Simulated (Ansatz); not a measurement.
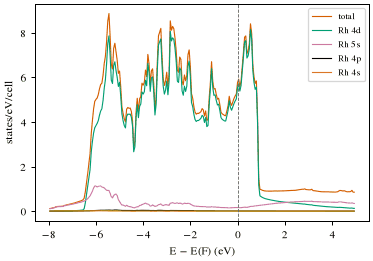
*Total and projected density of states of Rh (dhcp (α-La type), P6_3/mmc), DFT-r²SCAN in the program Ansatz with PAW potentials*

Problem. Which orbitals carry the states next to the Fermi level?

Solution. Within 0.5 eV of the Fermi level: Rh 4d 96 %. Projections are on Löwdin-orthogonalised atomic valence shells; empty p or d shells of many metals are not among them.

Problem. Where is the tallest occupied peak in this window, and what makes it?

Solution. Near -5.4 eV, about 8.9 states/eV per cell; the largest projected share is Rh 4d.

The first step of the workflow began from a Materials Project structure, measured or hypothetical; the Crystallography Open Database copy checked does not list it. It is not the phase usual at ambient conditions (space group No. 225). The r²SCAN relaxation kept the symmetry of its start; of distortions, only those at the zone centre were tested. No spin polarisation was allowed. Spin–orbit coupling is left out wherever it is not named.

Potentials: the later of the program's two PAW sets.
